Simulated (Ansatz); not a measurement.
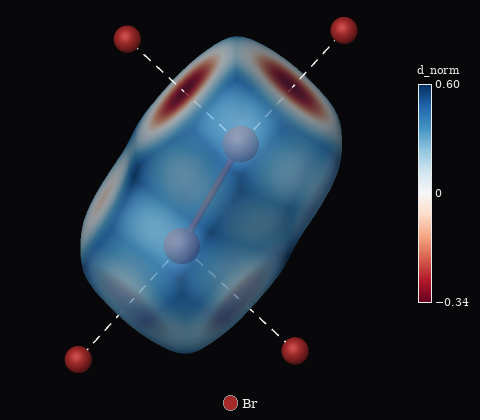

Hirshfeld surface computed for the Br₂ molecule in Br (Cmce, No. 64), coloured by d_norm. Dashed lines lead to the closest neighbours outside.

The surface is where the fragment's share of the procrystal density (the sum of the densities of spherically averaged neutral Hartree-Fock atoms) equals one half. d_i and d_e are the distances from the surface to the nearest nucleus inside and outside; d_norm adds both, each measured against its van der Waals radius (Alvarez: Br 1.86 Å), so red marks contacts shorter than the sum of radii, white equal and blue longer.

Origin of the cell: the end point of a relaxation at fixed volume with Ansatz 0.2.0, DFT PBE+D3(BJ), scalar-relativistic, plane waves, PAW.

Space group Cmce (No. 64). a = 7.263 Å, b = 4.201 Å, c = 8.640 Å, α = 90.00°, β = 90.00°, γ = 90.00°
```csv
atom,site,symmetry,x,y,z
Br,8f,m..,0.5000,0.6467,0.1188
```

Question: Which contact with the surroundings is the closest relative to the atoms' sizes?

Answer: Br···Br at 3.09 Å, 83 % of the sum of the van der Waals radii.

Question: How is the surface shared among contacts (both directions of a pair summed)?

Answer: Br···Br 100 %.

Question: Give the size and shape of the surface.

Answer: It encloses about 62 Å³, has an area of about 82 Å² and a globularity of 0.93 (1 for a sphere).
